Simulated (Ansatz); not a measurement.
## A computed series for HfO2: response to strain

The reference is HfO2 in the fluorite structure (space group Fm-3m, No. 225; a = 5.044 Å). Axes: x, y, z lie along the cube axes.

Strains are applied to the cell and any free atomic positions relax.

Calculations: PBEsol (Ansatz, a quantum-chemistry and plane-wave program), scalar-relativistic without spin-orbit coupling.

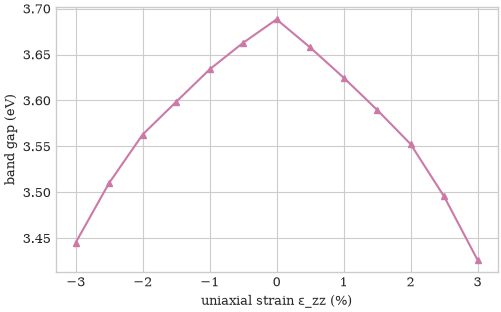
Figure. Band gap against uniaxial strain ε_zz

Q: From the plot, what is the band gap for uniaxial strain ε_zz = −3.00 %?

A: About 3.45 eV.

Q: Is the trend monotonic over the range shown?

A: No, it turns within the range, spanning 3.43 eV to 3.69 eV.

Spin-orbit coupling, missing from the scalar runs, can matter with Hf. Stability against distortions was not tested. This is not the structure that HfO2 has at room temperature and ambient pressure.
